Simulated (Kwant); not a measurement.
Device: wire with a side stub in a In0.53Ga0.47As two-dimensional gas. Effective mass 0.041 mₑ, grid spacing 8.3 nm, hard walls, nominal width 200 nm (25 grid rows, so walls 215.8 nm apart), one parabolic valley, scattering region 600 nm long along x; energies count from the band bottom; Fermi energy swept from 0.00018343 to 0.0021782 eV. Closed stub on one side, 200 nm wide and 100 nm deep.

Constants are typed, rounded textbook-type inputs, not results; the design itself was drawn at random and stands for no fabricated device.

Computed with Kwant: effective-mass tight-binding model on a square grid, one spin, coherent transport at 0 K. Conductance is in e²/h.

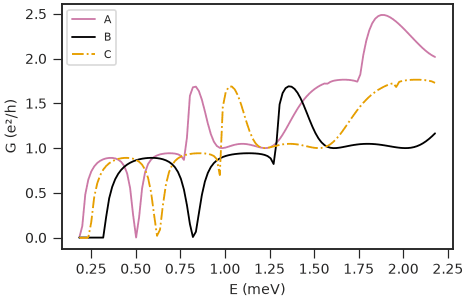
Figure: G (e²/h) of 3 runs

```tsv
E (meV)	A	B	C
0.1834	0	0	0
0.3008	0.86	0	0.70
0.4181	0.85	0.76	0.89
0.5354	0.55	0.88	0.81
0.6528	0.94	0.87	0.37
0.7701	0.87	0.54	0.92
0.8875	1.41	0.62	0.94
1.005	1.01	0.91	1.63
1.122	1.04	0.94	1.28
1.239	1.00	0.91	1.00
1.357	1.26	1.69	1.05
1.474	1.61	1.32	1.01
1.592	1.74	1.00	1.04
1.709	1.76	1.03	1.33
1.826	2.40	1.05	1.60
1.944	2.44	1.01	1.73
2.061	2.21	1.01	1.76
2.178	2.02	1.16	1.73
```

Column A is the base. The others each differ by one change: effective mass 0.041 → 0.025 mₑ; effective mass 0.041 → 0.033 mₑ. Which is which?

B: effective mass 0.041 → 0.025 mₑ; C: effective mass 0.041 → 0.033 mₑ.
